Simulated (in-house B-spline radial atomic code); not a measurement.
System: Au⁺ (Z = 79, 78 electrons), configuration [Xe] 4f14 5d10. All numbers are computed, not measured: scalar-relativistic (spin-free one-electron X2C) TPSSh, spin-polarised, spherical fractional occupations, Fermi nucleus, basis-set limit (an in-house B-spline radial code). Radial functions and radii carry no picture-change correction.

```
Z = 79
electrons = 78.0
configuration = [Xe] 4f14 5d10
hamiltonian = x2c
method = tpssh
spin_polarised = True
nucleus = fermi
rms_radius = 5.4371
mass_number = 197
atomic_mass = 196.966570103
speed_of_light = 137.035999084
```

Wanted: the radial probability densities P² of 5d and 5p.

5p: outer maximum at 0.953 bohr, ⟨r⟩ = 1.07 bohr, 3 nodes, eigenvalue −70.4 eV; 5d: outer maximum at 1.21 bohr, ⟨r⟩ = 1.57 bohr, 2 nodes, eigenvalue −15.9 eV.

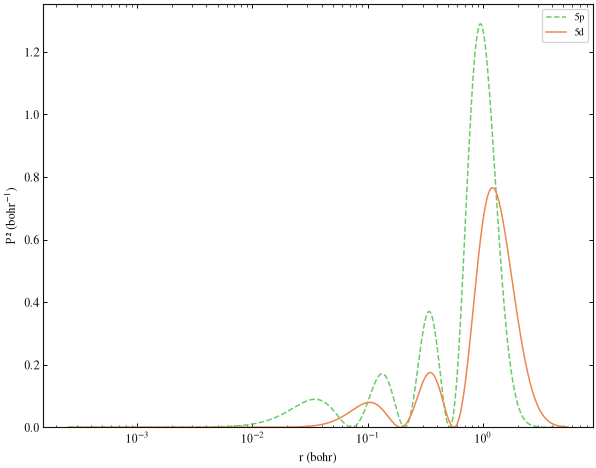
